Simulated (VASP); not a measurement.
Band structure of BN (space group P6_3mc). These are r2SCAN meta-GGA, VASP's PBE PAW potentials (set 64) (plane waves; VASP) values and carry that method's errors.

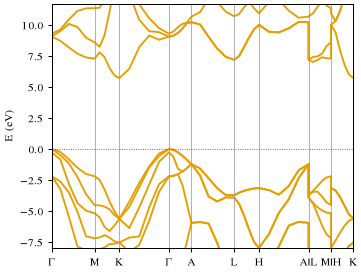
Bands along high-symmetry lines, zero at the valence-band maximum or, without a gap, the Fermi level

Problem. Read the plot: is there a gap, and where are the band edges?

Solution. The gap is indirect, 5.72 eV, from the valence maximum at Γ to the conduction minimum at K.

The structure comes from a computed database's BN entry (P6_3mc); how it stands against other phases isn't given here. It was relaxed first.
